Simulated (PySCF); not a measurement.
## A study: C₂H₅GeS, doublet, SMILES `C[C](=S)[GeH2]`

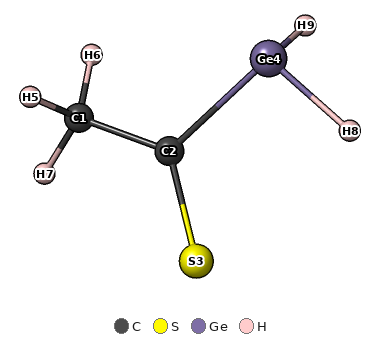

The molecule, with its atoms numbered as below. No frequency check shows the geometry to be a minimum.

Cartesian coordinates (Å):

```
C1      -1.2191    1.7379    0.0060
C2      -0.7254    0.3477   -0.0235
S3      -1.6523   -0.9762   -0.0120
Ge4      1.2293   -0.0619    0.0557
H5      -1.2166    2.0875    1.0414
H6      -0.5508    2.3872   -0.5607
H7      -2.2350    1.8162   -0.3795
H8       1.1662   -1.5960   -0.1946
H9       1.6011    0.3928   -1.3923
```

### 1. Bonding charge

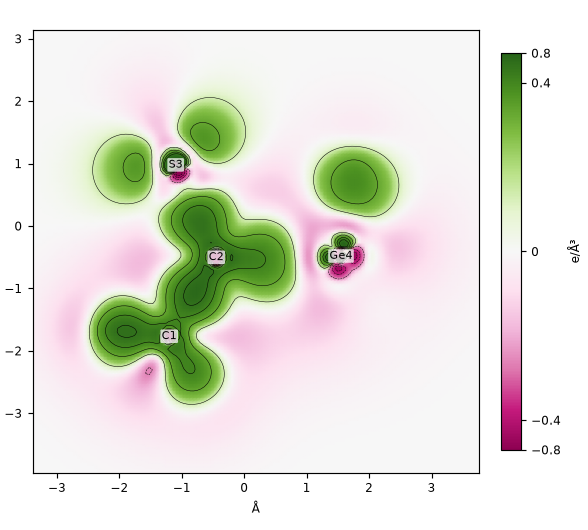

Deformation density (molecule less spherical, spin-averaged free atoms) in the plane of C1, C2, S3 and Ge4; colour scale in e/Å³, logarithmic beyond ±0.1; green: gain, pink: loss.

PySCF calculation, HF/def2-TZVP, gas phase; geometry: GFN2-xTB. The stability of the open-shell solution wasn't checked. GFN2-xTB doesn't know the spin state, so this open-shell geometry is rough.

How much density has each bond in this plane gained at its critical point, relative to the free atoms?

Answer. C1–C2: +0.68 e/Å³ at the bond critical point (bond length 1.48 Å, Mayer order 0.9). C2–S3: +0.25 e/Å³ at the bond critical point (bond length 1.62 Å, Mayer order 1.8). C2–Ge4: +0.21 e/Å³ at the bond critical point (bond length 2.00 Å, Mayer order 0.9). In all, 2.1 electrons gather in the regions of gain relative to the promolecule.

Where do the Hirshfeld charges lie?

Answer. The highest Hirshfeld charge is on Ge4 (+0.27 e), the lowest on C1 (−0.10 e).

### 2. Electrostatic potential

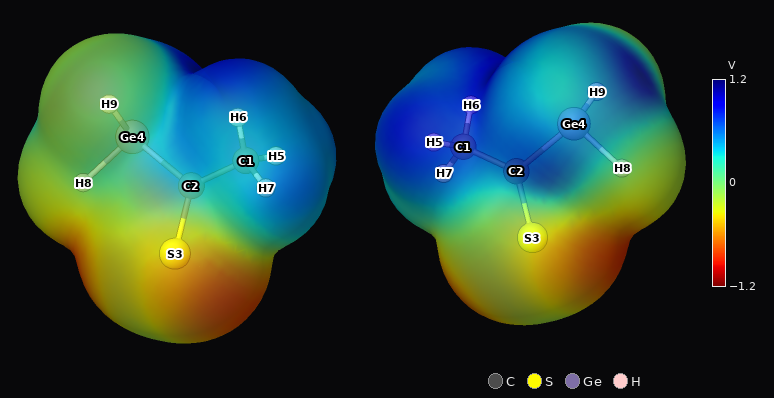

Electrostatic potential on the surface of electron density 0.001 a.u. (back view left, front view right).

Where are the extremes of the potential on the surface?

Answer. Highest: 1.15 V, 1.7 Å from H6. Further maxima include 0.99 V, near Ge4 (2.10 Å), H8 (2.17 Å) and H9 (2.32 Å); 0.90 V, 1.3 Å from H5. Lowest: −0.93 V, 2.3 Å from S3. Further minima include −0.18 V, 1.6 Å from H9; 0.34 V, 2.4 Å from Ge4. The surface is sampled at points, so like sites can differ by a few per cent and only the strongest of them is named.

What volume does the surface enclose, and what is the dipole moment?

Answer. About 130 Å³; the dipole moment is 2.5 D.

### 3. Spin density

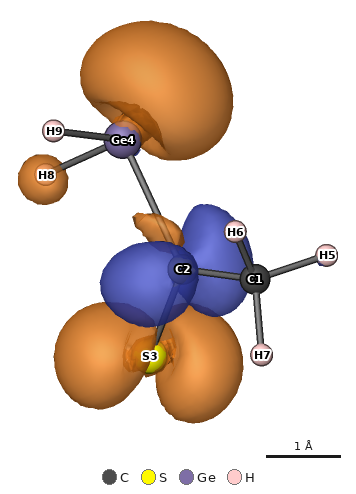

Spin density ρα − ρβ at ±0.05 e/Å³ (orange: excess α, blue: excess β).

How is the spin shared among the atoms?

Answer. Hirshfeld spin populations: Ge4 +0.75, S3 +0.43 and H8 +0.05. Spin polarisation leaves negative spin on C2 (−0.23). ⟨S²⟩ = 0.97, against 0.75 for a pure state. The picture also shows regions of β spin from spin polarisation; the Hirshfeld sums, whose atoms overlap, net them against the α spin of neighbours.

### 4. In an electric field

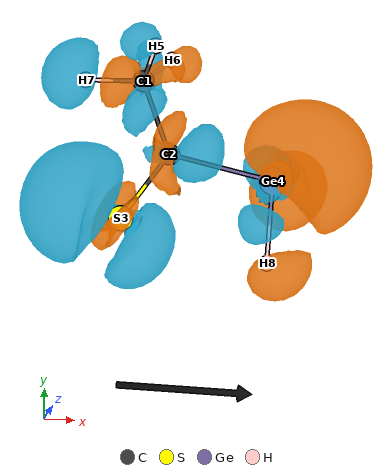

Change of the electron density in a uniform field of 0.21 V/Å along +x (arrow), surfaces at ±0.002 e/Å³ (light blue: gain, orange: loss).

PySCF calculation, TPSSh/aug-cc-pVDZ, gas phase; geometry: GFN2-xTB. The stability of the open-shell solution wasn't checked. GFN2-xTB doesn't know the spin state, so this open-shell geometry is rough.

What dipole is induced, and what polarisability does it imply?

Answer. The induced dipole is 1.33 D (along the field); α along this axis, from the fields in both directions, is 132 bohr³ (19.6 Å³).

Which atoms gain and lose the most charge?

Answer. Electrons gather most on S3 (Hirshfeld charge changes by −0.042 e) and leave Ge4 most (+0.041 e); 0.080 electrons are displaced in all.
